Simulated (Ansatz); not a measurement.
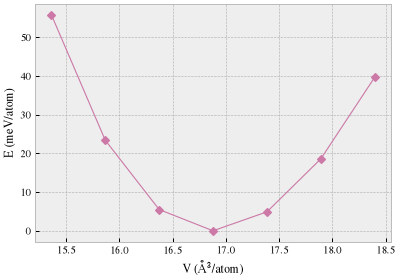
Figure. AlPd (rock salt, Fm-3m) under volume change, PBE in the plane-wave PAW code Ansatz, scaled uniformly.

### Question
What does a third-order Birch–Murnaghan fit give for V₀, B₀ and B′?

### Answer
V₀ = 16.88 Å³/atom, B₀ = 109 GPa, B′ = 4.7.

The start of the workflow was typed in or built on a structure type; neither database checked (COD, Materials Project) lists it. Its standing as an ambient phase is unchecked. Symmetry was held in the PBE relaxation; its stability against distortions is not shown here. The run is not spin-polarised.

Potentials: the later of the program's two PAW sets.
